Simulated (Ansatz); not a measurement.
# UB3LYP/6-31G(d) (spherical functions) run of CHClGeNO (SMILES O=C=[N][GeH][Cl])

Aim: the vertical ionisation energy of CHClGeNO at UB3LYP/6-31G* (spherical functions), from 2 runs. 

The calculation is run with Ansatz 0.2.0.

123 further runs of the same task are left out: 123 set aside as unsound or not needed.

## 1. The structure to begin with

CHClGeNO has 6 atoms, charge 0, and is taken as a doublet. As SMILES, `O=C=[N][GeH][Cl]`. Geometry: relaxed at PBE0-D4/def2-TZVP. This is one conformer, not always the lowest.

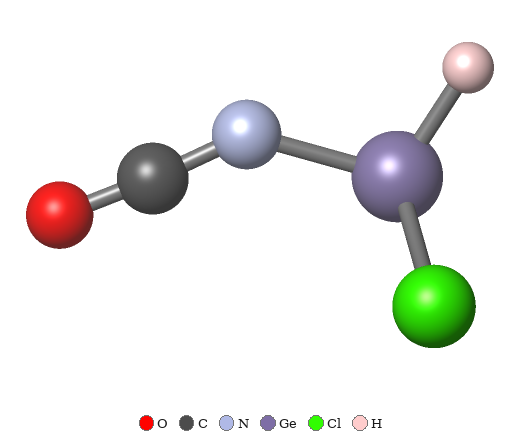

Viewed from a chosen angle; oxygen red, carbon dark grey, nitrogen light blue, germanium purple, chlorine green, hydrogen pink.

## 2. A single-point energy at UB3LYP/6-31G(d) (spherical functions)

Input file run.yaml:

```yaml
crystal:
  periodic: [false, false, false]
  atoms:
    - {symbol: O, position_ang: [0.024100, -1.617100, -2.245100]}
    - {symbol: C, position_ang: [-0.242900, -1.020000, -1.284700]}
    - {symbol: "N", position_ang: [-0.575200, -0.454300, -0.273000]}
    - {symbol: Ge, position_ang: [-0.153300, 1.067300, 0.651100]}
    - {symbol: Cl, position_ang: [1.946900, 0.976200, 1.132800]}
    - {symbol: H, position_ang: [-0.957700, 0.983900, 1.972700]}
basis:
  gaussian: {orbitals: 6-31G_st_-spherical.json}
total_charge: 0
magnetization: {spin_polarized: true, initial_magnetization: 1}
hamiltonian: {xc: {name: B3LYP}}
accuracy: high
output: {orbitals: {seedname: orbitals}}
```

The basis set 6-31G* is read from a file made from the Basis Set Exchange's data (not shown).

Command:

```console
$ ansatz run run.yaml --threads 1 --pin off --max-ram 3480MiB --events-out events.jsonl --progress --plain --runs-dir runs
```

What it wrote:

```text
Warning: RAYON_NUM_THREADS=1 ignored (pool sized by the plan → 1); use --threads N
Functional definition: B3LYP
  name "B3LYP"
  parameter a0 = 0.2
  parameter ax = 0.72
  parameter ac = 0.81
  exchange = (1 - a0 - ax)*slater_x + ax*b88_x + a0*exact_x
  correlation = (1 - ac)*vwn_rpa_c + ac*lyp_c
1933 factors; integrals over basis functions are off by at most 6.2e-9 eV
mean field evaluation 1: about -73618.9677 eV, gradient 3.9e1 eV
mean field evaluation 2: about -73604.7192 eV, gradient 6.7e1 eV
mean field evaluation 4: about -73624.6031 eV, gradient 3.3e0 eV
mean field evaluation 8: about -73624.8169 eV, gradient 9.0e-1 eV
mean field evaluation 16: about -73624.8206 eV, gradient 1.4e-3 eV
mean field -73624.82056839 eV, -2705.6622511927 hartree, gradient 6.9e-8 eV, S^2 0.752263; 0 other end points of the search recorded, 0 dependent functions left out
reference -73624.82060498 eV, -2705.6622525371 hartree; 36, 35 occupied and 58, 59 virtual orbitals, 1933 factors
Total energy: -73624.82060498 eV, -2705.6622525371 hartree
```

Run time: 21 s. Hardware: 1 thread of Arm Neoverse V1, shared host; peak memory 0.53 GiB.

## 3. The singlet cation, same level

Input file in.yaml:

```yaml
crystal:
  periodic: [false, false, false]
  atoms:
    - {symbol: O, position_ang: [0.024100, -1.617100, -2.245100]}
    - {symbol: C, position_ang: [-0.242900, -1.020000, -1.284700]}
    - {symbol: N, position_ang: [-0.575200, -0.454300, -0.273000]}
    - {symbol: Ge, position_ang: [-0.153300, 1.067300, 0.651100]}
    - {symbol: Cl, position_ang: [1.946900, 0.976200, 1.132800]}
    - {symbol: H, position_ang: [-0.957700, 0.983900, 1.972700]}
basis:
  gaussian:
    orbitals: 6-31G_st_-spherical.json
output: {orbitals: {seedname: orbitals}}
hamiltonian:
  xc: {name: B3LYP}
total_charge: 1
accuracy: high
```

The basis set 6-31G* is read from a file made from the Basis Set Exchange's data (not shown).

Command:

```console
$ ansatz run in.yaml --threads 1 --pin off --max-ram 3480MiB --events-out events.jsonl --progress --plain --runs-dir runs
```

What it wrote:

```text
Warning: RAYON_NUM_THREADS=1 ignored (pool sized by the plan → 1); use --threads N
[... 7 set-up lines as earlier in the session ...]
1931 factors; integrals over basis functions are off by at most 6.2e-9 eV
mean field evaluation 1: about -73603.0078 eV, gradient 7.6e1 eV
mean field evaluation 2: about -73526.5051 eV, gradient 1.7e2 eV
mean field evaluation 4: about -73614.4279 eV, gradient 2.2e1 eV
mean field evaluation 8: about -73615.6743 eV, gradient 4.4e-1 eV
mean field evaluation 16: about -73615.8373 eV, gradient 1.0e-3 eV
mean field -73615.83725580 eV, -2705.3321205440 hartree, gradient 6.9e-8 eV, S^2 0.000000; 0 other end points of the search recorded, 0 dependent functions left out
reference -73615.83729207 eV, -2705.3321218770 hartree; 35, 35 occupied and 59, 59 virtual orbitals, 1931 factors
Total energy: -73615.83729207 eV, -2705.3321218770 hartree
```

It took 12 s on 1 thread of Arm Neoverse V1, shared host; peak memory 0.34 GiB.

## 4. Summary of results

Level: UB3LYP/6-31G* (spherical functions).

| quantity | value |
| --- | --- |
| doublet CHClGeNO: total energy | -2705.66225 Eh |
| doublet CHClGeNO: HOMO energy (highest over α and β) | -6.66 eV |
| doublet CHClGeNO: LUMO energy (lowest over α and β) | -4.17 eV |
| doublet CHClGeNO: ⟨S²⟩ | 0.752 |
| singlet cation: total energy | -2705.33212 Eh |
| singlet cation: HOMO energy | -14.32 eV |
| singlet cation: LUMO energy | -11.25 eV |
| singlet cation: HOMO–LUMO gap | 3.06 eV |
| vertical ionisation energy (to the singlet cation) | 8.983 eV |

**Reading.** The vertical ionisation energy comes to 8.98 eV (867 kJ/mol). Only the singlet of the ionised species was computed; a triplet could lie lower.
